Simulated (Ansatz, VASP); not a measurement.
## MnS (Browneite): VASP beside Ansatz

Wanted: the spread between two codes on one cell, functional and k mesh. The cell is taken from a series of VASP runs on this material, whose earlier steps may have relaxed, scaled or displaced it; both programs get it as it stands. Other levels of theory on this material are compared in a session of their own. Valence electrons are named where the data sets of a main pair hold unlike numbers.

Main program and level: Ansatz 0.2.0; plane waves, with VASP 6.6.1 beside it; band structure at PBEsol, DFT+U.

### 1. The structure

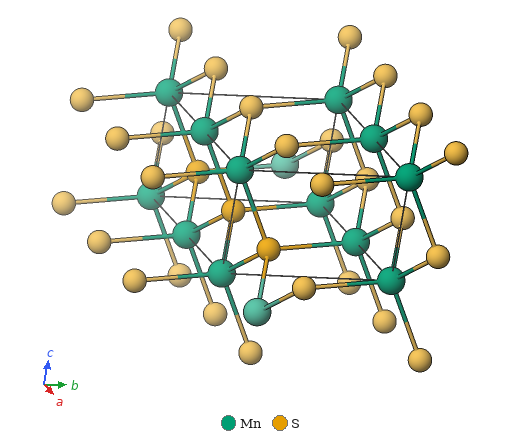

The cell as given, slightly off an axis (manganese teal, sulfur orange). Some periodic images of atoms are drawn too.

### 2. Ansatz: band structure, PBEsol, DFT+U

Ansatz runs on its default PAW (the set named soft_2) files.

A single point gives forces, pressure and levels at one fixed geometry, so differences don't come from the geometry; what else differs is listed under the comparison.

input.yaml reads:

```yaml
crystal:
  lattice:
    - [0.0, 5.6408816588, 5.512462991]
    - [2.8204408294, 2.8204408294, 5.512462991]
    - [2.8204408294, 2.8204408294, 0.0]
  atoms:
    - { symbol: Mn, position: [0.0, 0.0, 0.0], spin: 4.475 }
    - { symbol: Mn, position: [0.5, 0.0, 0.0], spin: -4.475 }
    - { symbol: S, position: [0.0, 0.25, 0.25] }
    - { symbol: S, position: [0.5, 0.25, 0.25] }
hamiltonian:
  xc: pbesol
  pseudopotentials: { kind: paw }
  hubbard: { sites: [{ species: Mn, l: d, u_eff: 4.0 }] }
magnetization:
  spin_polarized: true
kpoints:
  mp_grid: { grid: [8, 8, 8] }
  band_path:
    path:
      - [0.0, 0.0, 0.0]
      - [-0.13333, 0.0, 0.0]
      - [-0.3, 0.0, 0.0]
      - [-0.46667, 0.0, 0.0]
      - [-0.4, 0.1, 0.1]
      - [-0.23333, 0.26667, 0.26667]
      - [-0.06667, 0.43333, 0.43333]
      - [0.0, 0.43333, 0.43333]
      - [0.0, 0.26667, 0.26667]
      - [0.0, 0.1, 0.1]
      - [-0.03333, -0.03333, 0.0]
      - [-0.2, -0.2, 0.0]
      - [-0.36667, -0.36667, 0.0]
      - [-0.5, -0.5, 0.0]
      - [-0.66667, -0.5, 0.0]
      - [-0.8, -0.5, 0.0]
      - [-0.96667, -0.5, 0.0]
      - [-0.9, -0.4, 0.1]
      - [-0.73333, -0.23333, 0.26667]
      - [-0.56667, -0.06667, 0.43333]
      - [-0.5, -0.06667, 0.43333]
      - [-0.5, -0.23333, 0.26667]
      - [-0.5, -0.4, 0.1]
      - [-0.53333, -0.03333, 0.0]
      - [-0.7, -0.2, 0.0]
      - [-0.86667, -0.36667, 0.0]
      - [0.0, 0.5, 0.5]
      - [-0.16667, 0.33333, 0.5]
      - [-0.33333, 0.16667, 0.5]
      - [-0.5, 0.0, 0.5]
    npoints: 1
scf:
  occupations: { method: gaussian, width: 0.05 }
  n_extra_bands: 14
output:
  forces: true
  stress: true
  eigenvalues: true
  write_density: true
  write_potential: true
  elf: true
  volumetric_format: npy
```

The run is started by

```
$ ansatz run input.yaml --threads 2 --pin off --max-ram 4608MiB --backend cpu --events-out ev --progress --plain --runs-dir out
```

Numbers of over 12 decimals in the logs are rounded to 6 here.

Output:

```text
Mn: projections on atomic orbitals take those of the free atom [Ne] 3s2 3p6 3d5 4s2, of charge +0.00 (hamiltonian.pseudopotentials.projection_atoms); the dataset's partial waves leave at most 9.0e-7 of an orbital's norm unspanned inside its sphere
S: projections on atomic orbitals take those of the free atom [Ne] 3s2 3p4, of charge +0.00 (hamiltonian.pseudopotentials.projection_atoms); the dataset's partial waves leave at most 1.6e-7 of an orbital's norm unspanned inside its sphere
scf.n_extra_bands = 14 over 21 filled bands (N_el = 42.0): the run solves 35 bands
Engine: ansatz 0.2.0, aarch64-unknown-linux-gnu
Pseudopotentials: kind: paw
Pseudopotential: Mn, paw, valence charge 15, recommended cutoff 420 eV (normal), Mn.paw.azcp
Pseudopotential: S, paw, valence charge 6, recommended cutoff 420 eV (normal), S.paw.azcp
Functional definition: PBEsol
  exchange = pbesol_x
  correlation = pbesol_c
Crystal: 4 atoms, lattice volume = 87.702 Å³
Basis set: ecut = 420 eV, 1723 PW (Γ), exchange–correlation on 108×96×54 points (8 copies of the dense FFT grid, shifted against one another)
Bands: 35, of which v1, the nominal top of the filled ones, is band 21 counted from 1 (20 counted from 0)
Symmetry: 8 space group operations
Space group: P-4m2 (ITA 115), of the structure as read, at distance tolerance 4.4e-5 Å
Magnetic group: BNS 115.290 (UNI 950), of the structure as read, at distance tolerance 4.4e-5 Å
k-points: 75 of 512 (time reversal used)
Non-local potential: Mn, projectors of the file, l = 0: 3, l = 1: 2, l = 2: 3, l = 3: 1
Non-local potential: S, projectors of the file, l = 0: 2, l = 1: 2, l = 2: 2
PAW form: soft (Blöchl's): semilocal exchange-correlation on the pseudo side does not see the compensation charge
PAW frozen core: Mn, regenerated for the run's functional, and the local potential with it (the file was generated under x = pbe(κ = 0.804, μ = 0.219515), c = pbe(β = 0.066725))
PAW frozen core: S, regenerated for the run's functional, and the local potential with it (the file was generated under x = pbe(κ = 0.804, μ = 0.219515), c = pbe(β = 0.066725))
PAW one-centre angular grid: Mn, 590 points (default); XC on 64 Gauss nodes
PAW one-centre angular grid: S, 110 points (default); XC on 64 Gauss nodes
Initial density: superposition of atomic densities (chi_scale 0.1, normalization cell, long waves kept (reshape's long-wave potential 0.00 eV rms))
Starting moments: Σ|m| = 8.95 μB on 2 of 4 sites
Starting magnetic order: antiferromagnet; a translation exchanges its spin sublattices: spin-degenerate at every k-point
Initial wavefunctions: pseudopotential atomic-orbital guess
Functional: x = pbesol(κ = 0.804, μ = 0.123457), c = pbesol(β = 0.046)
SCF iter   1: F=—  HF=-9507.656251 eV  |F-HF|=—  |Δ(HF+E_count)|=         —  Δρ=4.17e-2 (↑4.17e-2 ↓4.17e-2)  dr2=4.55e0  dr2_m=2.63e-1  M=0.000 μB ∫|m|=9.211 μB  β_m=1.00  ethr=3.10e-3  ⟨swp⟩=5.3  Hψ=10508  notcnv=0  defer=35
preconditioner: auto → Resta (q_TF=auto, 2.413 Å⁻¹)  ε∞=4.5  [insulator: Δε(μ)=2.193 eV  Ē_g=10.828 eV  σ=0.050 eV  W_gap=1.00  n_scr=20 (ndim 8)  ℏωp=20.2 eV  f_vac=0.000  D(μ)=0.00/eV (n_scr^D=0)  ε∞_Penn≈4.5]
spin=Collinear: Resta preconditioning applied to the charge; magnetization (m = ρ↑ − ρ↓) channel mixes plain (no charge-response kernel on spin).
SCF iter   2: F=—  HF=-9507.259396 eV  |F-HF|=—  |Δ(HF+E_count)|=   3.97e-1  Δρ=1.53e-2 (↑1.53e-2 ↓1.53e-2)  dr2=7.67e-1  dr2_m=3.78e-2  M=0.000 μB ∫|m|=9.469 μB  β_m=1.00  ethr=3.10e-3  ⟨swp⟩=3.0  Hψ=5375  notcnv=0  defer=572
SCF iter   3: F=—  HF=-9507.266855 eV  |F-HF|=—  |Δ(HF+E_count)|=   7.46e-3  Δρ=7.18e-3 (↑7.18e-3 ↓7.18e-3)  dr2=2.01e-1  dr2_m=3.76e-3  M=0.000 μB ∫|m|=9.561 μB  β_m=1.00  ethr=1.83e-3  ⟨swp⟩=2.3  Hψ=3624  notcnv=0  defer=571
SCF iter   4: F=—  HF=-9507.328258 eV  |F-HF|=—  |Δ(HF+E_count)|=   6.14e-2  Δρ=2.79e-3 (↑2.79e-3 ↓2.79e-3)  dr2=1.56e-2  dr2_m=1.03e-3  M=0.000 μB ∫|m|=9.610 μB  β_m=1.00  ethr=4.78e-4  ⟨swp⟩=2.5  Hψ=3861  notcnv=0  defer=568
SCF iter   5: F=—  HF=-9507.380362 eV  |F-HF|=—  |Δ(HF+E_count)|=   5.21e-2  Δρ=1.26e-3 (↑1.26e-3 ↓1.26e-3)  dr2=3.50e-3  dr2_m=1.27e-4  M=0.000 μB ∫|m|=9.623 μB  β_m=1.00  ethr=3.71e-5  ⟨swp⟩=2.1  Hψ=3357  notcnv=0  defer=568
SCF iter   6: F=—  HF=-9507.400305 eV  |F-HF|=—  |Δ(HF+E_count)|=   1.99e-2  Δρ=5.63e-4 (↑5.63e-4 ↓5.63e-4)  dr2=4.83e-4  dr2_m=2.28e-5  M=0.000 μB ∫|m|=9.626 μB  β_m=1.00  ethr=8.34e-6  ⟨swp⟩=2.0  Hψ=2897  notcnv=0  defer=568
SCF iter   7: F=—  HF=-9507.410543 eV  |F-HF|=—  |Δ(HF+E_count)|=   1.02e-2  Δρ=1.90e-4 (↑1.90e-4 ↓1.90e-4)  dr2=8.44e-5  dr2_m=7.16e-6  M=0.000 μB ∫|m|=9.628 μB  β_m=0.30  ethr=1.15e-6  ⟨swp⟩=2.0  Hψ=4116  notcnv=0  defer=568
Mixer restart at iter 7: flushing history
spin-set hold released at iteration 7 (site moments contracting): the magnetisation degrees of freedom join the quasi-Newton model from the next iteration; the mixer history was flushed
SCF iter   8: F=—  HF=-9507.415552 eV  |F-HF|=—  |Δ(HF+E_count)|=   5.01e-3  Δρ=1.48e-4 (↑1.48e-4 ↓1.48e-4)  dr2=4.62e-5  dr2_m=1.93e-6  M=0.000 μB ∫|m|=9.628 μB  β_m=0.65  ethr=2.01e-7  ⟨swp⟩=2.0  Hψ=4033  notcnv=0  defer=568
SCF iter   9: F=—  HF=-9507.420524 eV  |F-HF|=—  |Δ(HF+E_count)|=   4.97e-3  Δρ=2.12e-4 (↑2.12e-4 ↓2.12e-4)  dr2=7.99e-5  dr2_m=8.71e-6  M=0.000 μB ∫|m|=9.630 μB  β_m=0.54  ethr=1.10e-7  ⟨swp⟩=2.0  Hψ=3647  notcnv=0  defer=568
SCF iter  10: F=—  HF=-9507.420495 eV  |F-HF|=—  |Δ(HF+E_count)|=   2.87e-5  Δρ=2.73e-5 (↑2.73e-5 ↓2.73e-5)  dr2=1.34e-6  dr2_m=3.79e-7  M=0.000 μB ∫|m|=9.629 μB  β_m=0.77  ethr=1.10e-7  ⟨swp⟩=2.0  Hψ=3611  notcnv=0  defer=568
SCF iter  11: F=—  HF=-9507.420497 eV  |F-HF|=—  |Δ(HF+E_count)|=   1.97e-6  Δρ=1.26e-5 (↑1.26e-5 ↓1.26e-5)  dr2=4.40e-7  dr2_m=4.13e-8  M=0.000 μB ∫|m|=9.630 μB  β_m=0.89  ethr=3.19e-9  ⟨swp⟩=2.0  Hψ=2866  notcnv=0  defer=568
iter 12 met the thresholds in force, and the SCF goes on: an eigenvalue changes by 0.12 meV, over its tolerance of 0.05 meV (output.eigenvalues, Limitations)
SCF iter  12: F=-9507.420498 eV  HF=-9507.420498 eV  |F-HF|=4.37e-8  |Δ(HF+E_count)|=   6.56e-7  Δρ=2.71e-6 (↑2.71e-6 ↓2.71e-6)  dr2=3.47e-8  dr2_m=1.46e-10  M=0.000 μB ∫|m|=9.630 μB  β_m=0.94  ethr=2.38e-10  ⟨swp⟩=12.0  Hψ=18982  notcnv=0
SCF iter  13: F=-9507.420498 eV  HF=-9507.420498 eV  |F-HF|=2.22e-9  |Δ(HF+E_count)|=   5.07e-8  Δρ=1.23e-6 (↑1.23e-6 ↓1.23e-6)  dr2=3.84e-9  dr2_m=1.84e-10  M=0.000 μB ∫|m|=9.630 μB  ethr=8.25e-11  ⟨swp⟩=5.1  Hψ=12012  notcnv=0
SCF 1 converged in 13 iterations: F = -9507.420498 eV  dr2 = 3.84e-9
  greatest PAW one-centre occupation: 1.003 electrons in one spin orbital (limit 2), on the Mn atom at site 1 (counted from 0), in its partial waves of l = 1
NSCF: frozen V_eff on 30 k-points
SCF converged after 13 iterations
an eigenvalue changed by more than its tolerance at an iteration that met the thresholds in force, so the SCF went on 1 time: the last check found none over its tolerance
Magnetization: 0.0000 μB (21.0000 up, 21.0000 down)
Absolute magnetization: 9.6290 μB (∫|ρ↑−ρ↓|, with the PAW one-centre terms)
Spin contamination: 4.9275 ħ² per cell (⟨S²⟩ above its minimum at these occupations)
Per-site moments (μB) at R_I (Å): [(4.267895, 0.999974), (-4.267895, 0.999974), (9.849114704314062e-18, 0.999974), (2.3126053102405324e-17, 0.999974)]
Free energy (F): -9507.420498 eV
Harris-Foulkes:  -9507.420498 eV  (|F-HF|=2.22e-9)
Internal energy: -9507.420498 eV  (E = F + TS)
E sigma→0 (E₀):  -9507.420498 eV
Fermi energy:    7.309203 eV
--- Per-component energies (eV) ---
  E_band       = -738.902055
  E_kinetic    = 808.532719
  E_local      = -5583.250804  (includes V_loc(G=0)·N_el)
  E_nonlocal   = 563.023619
  E_hartree    = 2284.175561
  E_xc         = -411.600162
  E_vxc        = -456.383944  (∫ρ·V_xc dr)
  E_hubbard    = 1.339129  (on-site DFT+U / exact-exchange correction)
  E_vhub       = -18.438250  (the Hubbard potential's part of the band-sum identity)
  E_paw        = -3720.325787  (= ΣΔE_a)
  E_vpaw       = -620.730991  (= ΣTr[D̂ρ^β])
  E_aug_tail   = -0.000016  (compensation charges beyond the density's cutoff)
  E_ewald      = -3449.777956
  E_core_change = 0.463199  (= ΣΔE_core)
  E_smearing   = -0.000000  (= −TS)
  E_closure    = -0.000000  (closes the sum)
  Σ components = -9507.420498   (vs F -9507.420498, Δ=0.00e0)
--- Forces (eV/Å), atoms counted from 1 ---
  atom   1  Mn     0.00000000    -0.00000000     0.00000000
  atom   2  Mn     0.00000000     0.00000000     0.00000000
  atom   3  S     -0.00000000     0.00000000     0.00000000
  atom   4  S     -0.00000000     0.00000000    -0.00000000
  max |Σ_I F_I| component: 6.04e-17 eV/Å
--- Stress (GPa, compression-positive) ---
        0.372672       0.000000       0.000000
        0.000000       0.372672       0.000000
        0.000000       0.000000       0.375243
  P = ⅓ Tr σ = 0.3735 GPa (3.735 kbar)
--- Band table (eV; the first three rows and the last of 150) ---
  k-point 0 ↑: bands = [... 17 lower, 4.0525, 5.6508, 5.9639, 5.9639, 8.6539, 9.4156, 9.6032, 10.0514, ... 10 higher]
  k-point 1 ↑: bands = [... 17 lower, 4.1662, 5.3072, 5.7330, 5.9261, 9.1836, 9.6501, 9.7633, 10.0462, ... 10 higher]
  k-point 2 ↑: bands = [... 17 lower, 4.4311, 4.7690, 5.5993, 5.8517, 9.6371, 9.8935, 10.0366, 10.3239, ... 10 higher]
  k-point 74 ↓: bands = [... 17 lower, 4.1889, 5.0116, 5.8781, 5.8781, 9.6518, 10.0456, 10.2961, 10.6340, ... 10 higher]
Occupation matrices written to <dir>
```

It took 50 s on 2 threads of Arm Neoverse N1, shared host; peak memory 0.62 GiB; 95 s of CPU time.

(Part 1 of 2 ends here.)

[Lines on the potential files, build, host, timing and source positions are cut from VASP's logs without a mark.]

[Logs are printed without paths, hosts, clocks, repeated set-up lines and the standing remarks that a program may print on its own settings, such as how far it seeks lower states.]

[Hosts, paths, dates, database ids (printed as entryN), source tags and the programs' standing remarks are cut or masked in the printed files.]
